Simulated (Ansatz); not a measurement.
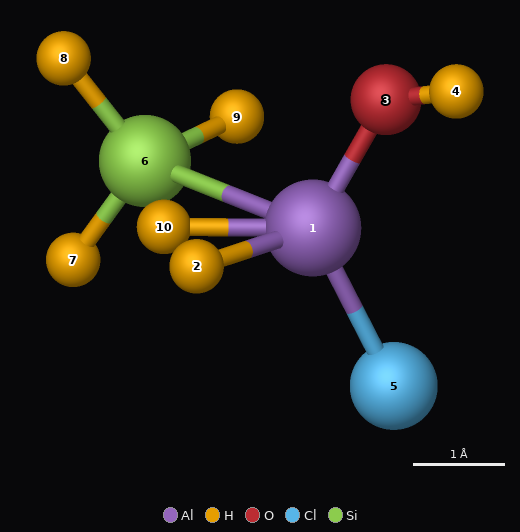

The structure (ball-and-stick view, seen at a tilt; atoms are numbered from 1 in the order of the input). Sticks mark near contacts. Bond lengths as drawn: Al–Cl 2.09 Å, Al–H 1.65 to 1.72 Å, Al–O 1.69 Å, Al–Si 2.61 Å, H–O 0.96 Å and H–Si 1.49 Å.

# Frequency calculation, with input and output: AlSiH6ClO

AlSiH6ClO, computed with RKS CAM-B3LYP-D4/def2-SVP (Ansatz 0.2.0).

It belongs to a series of runs on one base structure; here: vibrations at the highest image of the band. Figures and captions count atoms from 1; the log counts them from 0 in places.

### Input file
```yaml
crystal:
  periodic: [false, false, false]
  atoms:
    - { symbol: Al, position_ang: [-0.021272, 0.17073, -0.026787] }
    - { symbol: H, position_ang: [-0.438786, -0.448121, 1.521015] }
    - { symbol: O, position_ang: [1.625229, 0.036704, -0.383497] }
    - { symbol: H, position_ang: [2.08013, -0.67915, -0.830767] }
    - { symbol: Cl, position_ang: [-1.599982, -0.164733, -1.362157] }
    - { symbol: Si, position_ang: [-0.334113, 2.54061, 1.013215] }
    - { symbol: H, position_ang: [-1.732694, 2.947132, 1.318005] }
    - { symbol: H, position_ang: [0.570589, 2.974472, 2.112491] }
    - { symbol: H, position_ang: [0.098458, 3.207378, -0.252222] }
    - { symbol: H, position_ang: [-0.417762, 0.661376, 1.492604] }
basis:
  gaussian: { orbitals: def2-SVP }
hamiltonian:
  xc: cam_b3lyp
  dispersion: d4
phonons: {}
```

Run on 4 threads of Arm Neoverse V2, 24 GiB of memory available, shared host.

Launch command:
```bash
ansatz run input.yaml --threads 4 --pin off --max-ram 5120MiB --backend cpu --events-out ev --progress --plain --runs-dir out
```

### Output
```
Engine: ansatz 0.2.0, aarch64-unknown-linux-gnu
Functional definition: CAM-B3LYP
  parameter alpha = 0.19
  parameter beta = 0.46
  parameter omega = 0.33/bohr
  parameter ac = 0.81
  exchange = (1 - alpha - beta)*b88_x + beta*b88_x_sr(omega) + alpha*exact_x + beta*exact_x_lr(omega)
  correlation = (1 - ac)*vwn5_c + ac*lyp_c
984 factors; integrals over basis functions are off by at most 3.1e-4 eV
375 factors; integrals over basis functions are off by at most 8.8e-7 eV
mean field evaluation 1: about -29128.0651 eV, gradient 5.0e1 eV
mean field evaluation 2: about -29123.4015 eV, gradient 7.2e1 eV
mean field evaluation 4: about -29132.6623 eV, gradient 1.6e0 eV
mean field evaluation 8: about -29132.6682 eV, gradient 5.3e-2 eV
mean field -29132.66826183 eV, -1070.6058117905 hartree, gradient 3.9e-5 eV, S^2 0.000000; 0 other end points of the search recorded, 0 dependent functions left out
the calculation of the forces begins
reference -29132.66839701 eV, -1070.6058167582 hartree; 29, 29 occupied and 69, 69 virtual orbitals, 984 factors
these checks for a lower state are left out or cut short: stability, starts, cluster_reference, orbital_swaps, neighbouring_geometries, increment
984 factors; integrals over basis functions are off by at most 3.1e-4 eV
375 factors; integrals over basis functions are off by at most 8.8e-7 eV
mean field evaluation 16: about -29132.6686 eV, gradient 1.6e-1 eV
mean field -29132.66812976 eV, -1070.6058069368 hartree, gradient 2.6e-6 eV, S^2 0.000000; 0 other end points of the search recorded, 0 dependent functions left out
[... from here on the field's lines of each further geometry are left out, up to the last ...]
the calculation of the forces begins
reference -29132.66836877 eV, -1070.6058157203 hartree; 29, 29 occupied and 69, 69 virtual orbitals, 984 factors
these checks for a lower state are left out or cut short: stability, starts, cluster_reference, orbital_swaps, neighbouring_geometries, increment
984 factors; integrals over basis functions are off by at most 3.1e-4 eV
375 factors; integrals over basis functions are off by at most 8.8e-7 eV
mean field -29132.66822204 eV, -1070.6058103281 hartree, gradient 1.2e-6 eV, S^2 0.000000; 0 other end points of the search recorded, 0 dependent functions left out
the calculation of the forces begins
reference -29132.66835721 eV, -1070.6058152957 hartree; 29, 29 occupied and 69, 69 virtual orbitals, 984 factors
WARN: phonons: modes at or below zero, which the zero-point energy, F, S and C_V leave out: 1, the lowest at -1322.43 cm⁻¹. A minimum has none, and a first-order saddle one
Total energy: -29132.86561181 eV, -1070.6130642684 hartree
Atom 0 at    -0.021272     0.170730    -0.026787 Å, force     0.000624     0.000505     0.000729 eV/Å
Atom 1 at    -0.438786    -0.448121     1.521015 Å, force    -0.000952    -0.000132    -0.000363 eV/Å
Atom 2 at     1.625229     0.036704    -0.383497 Å, force     0.000080    -0.000881     0.000479 eV/Å
Atom 3 at     2.080130    -0.679150    -0.830767 Å, force     0.000077     0.000457    -0.000459 eV/Å
Atom 4 at    -1.599982    -0.164733    -1.362157 Å, force     0.000107    -0.000201    -0.000168 eV/Å
Atom 5 at    -0.334113     2.540610     1.013215 Å, force    -0.000266    -0.000674     0.000091 eV/Å
Atom 6 at    -1.732694     2.947132     1.318005 Å, force     0.000167     0.000482     0.000423 eV/Å
Atom 7 at     0.570589     2.974472     2.112491 Å, force     0.000044     0.000145    -0.000419 eV/Å
Atom 8 at     0.098458     3.207378    -0.252222 Å, force    -0.000465     0.000144    -0.000077 eV/Å
Atom 9 at    -0.417762     0.661376     1.492604 Å, force     0.000584     0.000155    -0.000237 eV/Å
Dipole moment:     0.180677    -0.165414     0.153443 e Å
Vibrations: -1322.43 77.37 78.76 143.60 161.27 222.08 359.19 419.84 432.20 496.60 517.75 563.11 844.98 902.61 931.47 949.76 970.78 1130.68 1634.84 1925.54 2219.55 2252.62 2260.04 3977.98 cm⁻¹, zero-point energy 1.455116 eV
```

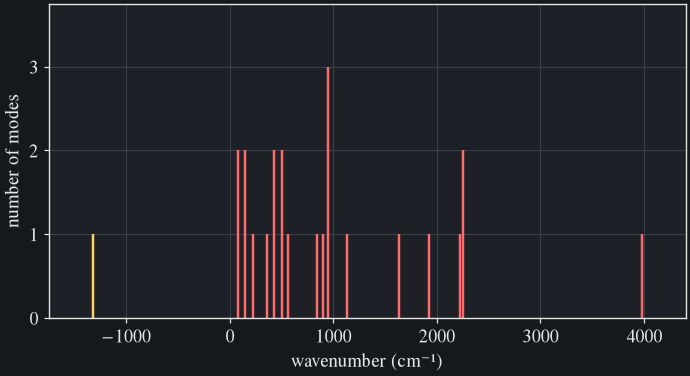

Harmonic vibrational wavenumbers from the force constants; neighbouring modes closer than 24 cm⁻¹ are counted in one stick, and imaginary ones are drawn at negative wavenumbers. 24 modes from 1322i to 3978 cm⁻¹, 1 imaginary beyond 8i (1322i cm⁻¹): a first-order saddle point, if the geometry is stationary.

### Results in brief

```json
{"quantity": "outcome", "value": "converged"}
{"quantity": "total energy", "value": "−29132.8656 eV"}
{"quantity": "mean-field energy", "value": "−29132.6684 eV"}
{"quantity": "largest force (length of the vector)", "value": "0.001 eV/Å"}
{"quantity": "wall time", "value": "51 s (CPU time 3.2 min)"}
{"quantity": "peak memory", "value": "0.26 GiB"}
```
